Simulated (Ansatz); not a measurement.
Nudged elastic band of CH5AlO (part 2 of 2)

The same run, continued: CH5AlO; RKS PBE0-D4/def2-SVP (Ansatz 0.2.0). It belongs to a series of runs on one base structure; here: band between the two ends.

Geometry of the input (Å):
```
Al 0.5740  -0.0270  -0.0792
C  0.9996  -0.0684  1.8258
H  0.1450  -0.3293  2.4700
H  1.8064  -0.7942  2.0269
H  1.3804  0.9136  2.1566
H  1.6497  0.2735  -1.2034
O  -0.9948  -0.3084  -0.6903
H  -1.7822  -0.5066  -0.1819
```

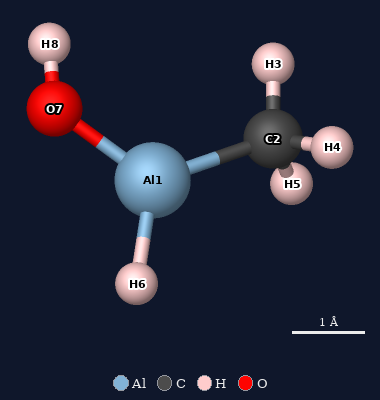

Figure 1. The starting structure (ball-and-stick view, seen at a tilt; atoms are numbered from 1 in the order of the input). Sticks mark near contacts.

### What the program printed, continued
```
NEB iter  45: max|band force component| = 5.467e-2 eV/Å  barrier→ = 3.4697 eV  barrier← = 2.9867 eV  CI = image 5  Δτ_max = 0.0099 Å  (180 SCF iters)
the calculation of the forces begins
reference -9752.17296512 eV, -358.3857462077 hartree; 16, 16 occupied and 55, 55 virtual orbitals, 741 factors
744 factors; integrals over basis functions are off by at most 9.0e-4 eV
mean field evaluation 2624: about -9749.1764 eV, gradient 4.6e-5 eV
mean field -9749.17639934 eV, -358.2756244468 hartree, gradient 2.4e-5 eV, S^2 0.000000; 1 other end points of the search recorded, 0 dependent functions left out
the calculation of the forces begins
reference -9749.17642667 eV, -358.2756254511 hartree; 16, 16 occupied and 55, 55 virtual orbitals, 744 factors
NEB iter  46: max|band force component| = 3.076e-2 eV/Å  barrier→ = 3.4697 eV  barrier← = 2.9867 eV  CI = image 5  Δτ_max = 0.0000 Å  (385 SCF iters)
```

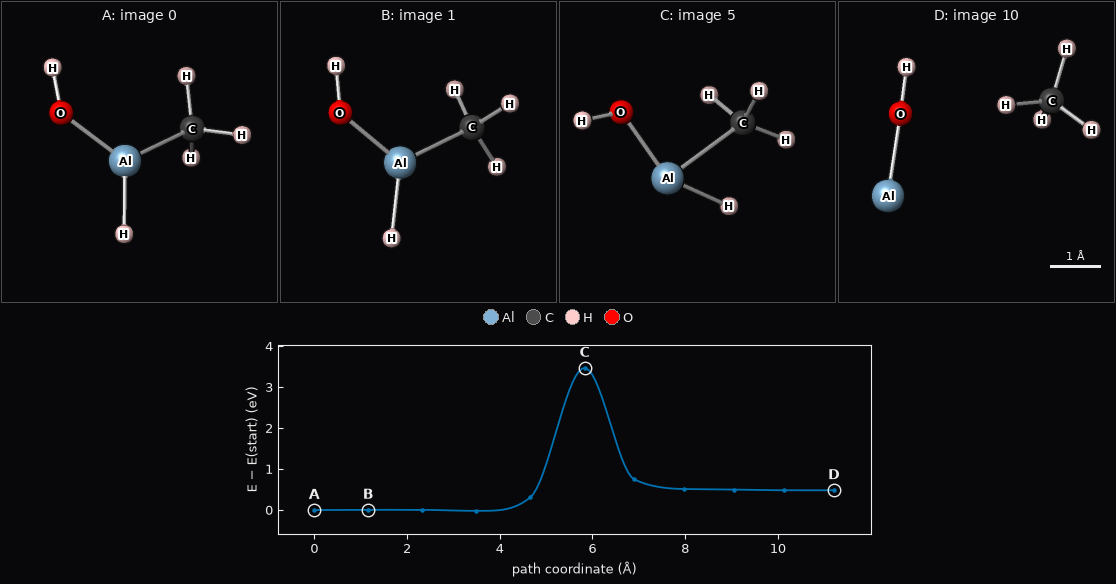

Figure 2. Images of the last band (counted from 0; ball-and-stick, seen at a tilt) above the energy along the path; the line is a cubic interpolation that uses the forces. The highest image is number 5, 3.470 eV above the start and 2.987 eV above the end (the climbing image); the end lies 0.483 eV above the start. The path is 11.21 Å long. The band converged in 46 iterations.

```
Total energy: -9749.26517373 eV, -358.2788868455 hartree
Atom 0 at     0.267192     0.209512    -0.365164 Å, force     0.000025    -0.000317     0.000456 eV/Å
Atom 1 at     1.157445     0.017590     1.598427 Å, force    -0.000435     0.000010     0.000135 eV/Å
Atom 2 at     0.295764     0.379773     2.190796 Å, force     0.000041    -0.000078     0.000083 eV/Å
Atom 3 at     1.223458    -1.086626     1.627871 Å, force     0.000121    -0.000036    -0.000019 eV/Å
Atom 4 at     2.082502     0.444767     2.010557 Å, force     0.000035    -0.000004     0.000009 eV/Å
Atom 5 at     1.608051     0.857250     0.158697 Å, force     0.000280     0.000303    -0.000448 eV/Å
Atom 6 at    -1.113699    -0.772797    -0.090759 Å, force     0.000009     0.000116    -0.000316 eV/Å
Atom 7 at    -1.742612    -0.896170    -0.805924 Å, force    -0.000076     0.000006     0.000099 eV/Å
Dipole moment:    -0.112133    -0.039752    -0.081090 e Å
this run last wrote the band of iteration 46 to [file]
```

### The last band as extended XYZ (Å, eV, eV/Å)
```
8
Properties=species:S:1:pos:R:3:forces:R:3 image=0 energy=-9752.73488
Al    0.5740   -0.0270   -0.0792    0.0110   0.0027  -0.0074
C     0.9996   -0.0684    1.8258   -0.0003  -0.0001   0.0032
H     0.1450   -0.3293    2.4700    0.0041   0.0012   0.0009
H     1.8064   -0.7942    2.0269   -0.0030   0.0002  -0.0002
H     1.3804    0.9136    2.1566   -0.0018  -0.0017  -0.0003
H     1.6497    0.2735   -1.2034   -0.0058  -0.0013   0.0052
O    -0.9948   -0.3084   -0.6903   -0.0037  -0.0008  -0.0011
H    -1.7822   -0.5066   -0.1819   -0.0006  -0.0003  -0.0002
8
Properties=species:S:1:pos:R:3:forces:R:3 image=1 energy=-9752.73009
Al    0.5447    0.0802   -0.0753    0.0036  -0.0012   0.0013
C     1.0064   -0.0224    1.8202    0.0001   0.0000  -0.0002
H     0.1597    0.2362    2.4776   -0.0010  -0.0022   0.0013
H     1.3162   -1.0470    2.0917    0.0017   0.0000  -0.0004
H     1.8464    0.6447    2.0728   -0.0020   0.0023  -0.0002
H     1.4883    0.6886   -1.1925    0.0003  -0.0009  -0.0006
O    -0.9366   -0.5110   -0.6843   -0.0022   0.0005  -0.0038
H    -1.6471   -0.9160   -0.1856   -0.0004   0.0016   0.0027
8
Properties=species:S:1:pos:R:3:forces:R:3 image=2 energy=-9752.73157
Al    0.5062    0.1331   -0.0618    0.0034  -0.0004   0.0146
C     0.9926   -0.0001    1.8258    0.0038   0.0014  -0.0093
H     0.4544    0.7621    2.4166    0.0012   0.0040  -0.0002
H     0.7476   -0.9791    2.2686   -0.0042  -0.0016   0.0008
H     2.0687    0.1827    1.9794    0.0006  -0.0015   0.0007
H     1.2880    1.0159   -1.1193   -0.0005   0.0024   0.0019
O    -0.8370   -0.6882   -0.7208   -0.0070  -0.0027  -0.0146
H    -1.4425   -1.2731   -0.2640    0.0027  -0.0017   0.0060
8
Properties=species:S:1:pos:R:3:forces:R:3 image=3 energy=-9752.75522
Al    0.3905    0.0887    0.0882   -0.0036   0.0012  -0.0208
C     1.0775   -0.0264    1.9008    0.0068  -0.0116   0.0317
H     0.6767    0.7962    2.5183    0.0028   0.0087   0.0003
H     0.7871   -0.9707    2.3880   -0.0016   0.0041  -0.0047
H     2.1757    0.0598    1.9347    0.0033  -0.0015   0.0021
H     0.9719    1.0600   -1.0314   -0.0026   0.0056  -0.0032
O    -0.9332   -0.9154   -0.3100   -0.0058  -0.0059  -0.0123
H    -1.3680   -0.9390   -1.1640    0.0006  -0.0006   0.0070
8
Properties=species:S:1:pos:R:3:forces:R:3 image=4 energy=-9752.42171
Al    0.4433    0.0941    0.0066    0.1845  -0.0271   0.4766
C     1.0728   -0.0603    1.8034   -0.0996  -0.1147   0.2238
H     0.3165    0.4004    2.4539    0.0161  -0.1140   0.3639
H     1.1460   -1.1326    2.0319   -0.0004  -0.0828   0.3745
H     2.0479    0.4198    1.9767   -0.0533  -0.0222  -0.0280
H     1.5277    0.8996   -0.7800   -0.1889   0.1848  -1.0448
O    -1.0586   -0.6464   -0.2510    0.0882   0.1038  -0.2119
H    -1.7176   -0.8213   -0.9169    0.0533   0.0721  -0.1542
8
Properties=species:S:1:pos:R:3:forces:R:3 image=5 energy=-9749.26515
Al    0.2672    0.2095   -0.3652    0.0000  -0.0003   0.0005
C     1.1574    0.0176    1.5984   -0.0004   0.0000   0.0001
H     0.2958    0.3798    2.1908    0.0000  -0.0001   0.0001
H     1.2235   -1.0866    1.6279    0.0001   0.0000   0.0000
H     2.0825    0.4448    2.0106    0.0000   0.0000   0.0000
H     1.6081    0.8572    0.1587    0.0003   0.0003  -0.0004
O    -1.1137   -0.7728   -0.0908    0.0000   0.0001  -0.0003
H    -1.7426   -0.8962   -0.8059   -0.0001   0.0000   0.0001
8
Properties=species:S:1:pos:R:3:forces:R:3 image=6 energy=-9751.98934
Al   -0.0106    0.4285   -1.0121   -0.1461   0.0903  -0.3983
C     1.3369    0.0891    1.6521    0.1027   0.0577   0.0321
H     0.3811    0.3632    2.1197    0.0503   0.0503  -0.0612
H     1.3408   -0.9931    1.4622    0.0383   0.0674  -0.0527
H     2.1752    0.3686    2.2996    0.0592  -0.0372   0.1623
H     1.4822    0.6516    0.7040   -0.0449  -0.1739   0.2928
O    -1.0682   -0.6942   -0.2492    0.0176   0.0509  -0.0793
H    -1.8592   -1.0604   -0.6518   -0.0772  -0.1055   0.1043
8
Properties=species:S:1:pos:R:3:forces:R:3 image=7 energy=-9752.22235
Al   -0.3180    0.5146   -1.5720   -0.0080   0.0018  -0.0165
C     1.3910    0.0709    1.7137    0.0012  -0.0002   0.0020
H     0.3923    0.3805    2.0480   -0.0002   0.0008  -0.0019
H     1.3549   -0.9766    1.3874   -0.0001   0.0008  -0.0019
H     2.1108    0.1812    2.5355   -0.0024  -0.0053   0.0075
H     1.7039    0.7032    0.8710    0.0063   0.0017   0.0053
O    -1.1829   -0.5577   -0.6032   -0.0036   0.0049  -0.0108
H    -1.6739   -1.1627   -0.0558    0.0069  -0.0045   0.0163
8
Properties=species:S:1:pos:R:3:forces:R:3 image=8 energy=-9752.23577
Al   -0.4678    0.3055   -1.7166   -0.0045  -0.0009  -0.0025
C     1.5023    0.0106    1.6665    0.0016  -0.0011  -0.0002
H     0.4231    0.1130    1.4962   -0.0010  -0.0083  -0.0106
H     1.7841   -1.0466    1.5712    0.0107  -0.0010   0.0024
H     1.7640    0.3714    2.6700   -0.0088   0.0043   0.0041
H     2.0453    0.5997    0.9144    0.0059   0.0002   0.0030
O    -1.3871   -0.3835   -0.4819   -0.0009   0.0034   0.0013
H    -1.8858   -0.8168    0.2045   -0.0029   0.0034   0.0026
8
Properties=species:S:1:pos:R:3:forces:R:3 image=9 energy=-9752.25202
Al   -0.9332    0.4234   -1.8682   -0.0004  -0.0001  -0.0003
C     1.5799   -0.0675    1.6434    0.0001  -0.0001   0.0001
H     0.6539   -0.1363    1.0575    0.0004  -0.0003  -0.0006
H     1.8649   -1.0647    2.0052    0.0002  -0.0001   0.0003
H     1.4278    0.6022    2.5005   -0.0007   0.0000   0.0000
H     2.3837    0.3314    1.0098    0.0004   0.0000   0.0004
O    -1.4439   -0.2698   -0.4164   -0.0009   0.0004  -0.0001
H    -1.7549   -0.6655    0.3928    0.0010   0.0001   0.0002
8
Properties=species:S:1:pos:R:3:forces:R:3 image=10 energy=-9752.25187
Al   -1.2369    0.8724   -1.6182   -0.0050  -0.0277   0.0269
C     1.5979   -0.0834    1.6285   -0.0024  -0.0060  -0.0008
H     0.6939   -0.1447    1.0077    0.0101  -0.0010   0.0098
H     1.6138   -0.9146    2.3474    0.0003   0.0143  -0.0136
H     1.6053    0.8696    2.1747   -0.0027  -0.0050  -0.0012
H     2.4879   -0.1411    0.9870   -0.0071  -0.0031   0.0053
O    -1.4273   -0.3146   -0.4316    0.0024   0.0052  -0.0030
H    -1.5565   -0.9902    0.2289    0.0043   0.0233  -0.0234
```

### Summary

- outcome: converged
- barrier, forward: 3.470 eV
- barrier, backward: 2.987 eV
- wall time: 14 min
- peak memory: 0.13 GiB

### Notes

The order of the saddle point was not checked.
